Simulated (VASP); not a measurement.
Band structure of BaS (rock salt). Calculation: r2SCAN+rVV10, VASP's PBE PAW potentials (set 64) (plane waves; VASP).

Unless said otherwise, spin-orbit coupling is left out, though it shifts the bands of the heavy elements here.

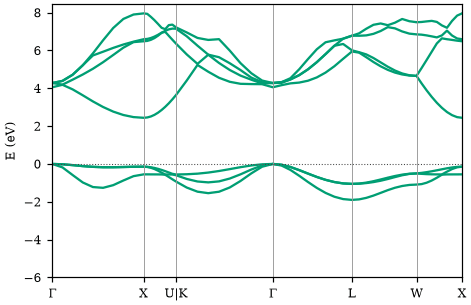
*Bands along high-symmetry lines, zero at the valence-band maximum or, without a gap, the Fermi level*

Task: Read the plot: is there a gap, and where are the band edges?

Result: The gap is indirect, 2.44 eV, from the valence maximum at Γ to the conduction minimum at X.

The compound is BaS in the rock salt structure. It was relaxed first.
